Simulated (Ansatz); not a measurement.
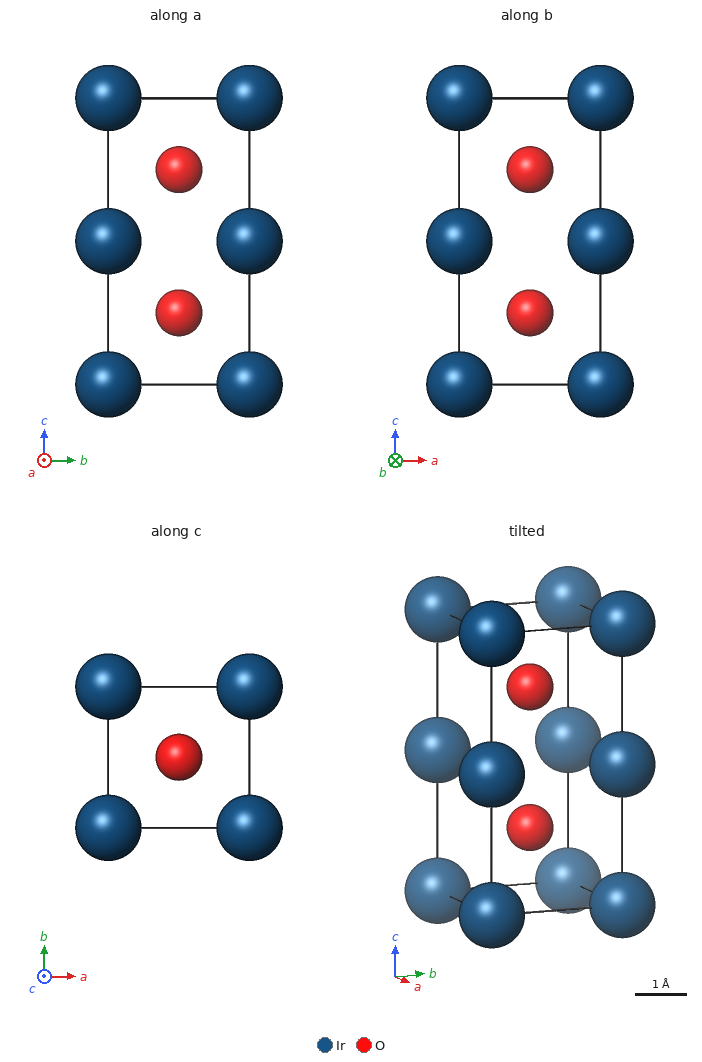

An orthographic spheres-only view of the structure, along the a axis, along the b axis, along the c axis and slightly off an axis. The edges of the unit cell are marked.

Lattice parameters: a = 2.7948 Å, b = 2.7948 Å, c = 5.6680 Å, α = 90.000°, β = 90.000°, γ = 90.000°.

Question: Write the structure as a CIF in P1 with every atom of the cell.

Answer:
```cif
data_structure
_symmetry_space_group_name_H-M 'P 1'
_symmetry_Int_Tables_number 1
_cell_length_a 2.7948
_cell_length_b 2.7948
_cell_length_c 5.6680
_cell_angle_alpha 90.000
_cell_angle_beta 90.000
_cell_angle_gamma 90.000
_cell_volume 44.27
loop_
_atom_site_label
_atom_site_type_symbol
_atom_site_fract_x
_atom_site_fract_y
_atom_site_fract_z
_atom_site_occupancy
Ir1 Ir 0.0000 0.0000 0.0000 1
O1 O 0.5000 0.5000 0.2500 1
Ir2 Ir 0.0000 0.0000 0.5000 1
O2 O 0.5000 0.5000 0.7500 1
```

Provenance: a structure type filled with these elements by a generator (whether the compound takes this form wasn't checked). Cell shown after relaxation with DFT r2SCAN, scalar-relativistic, plane waves, PAW in Ansatz 0.2.0.
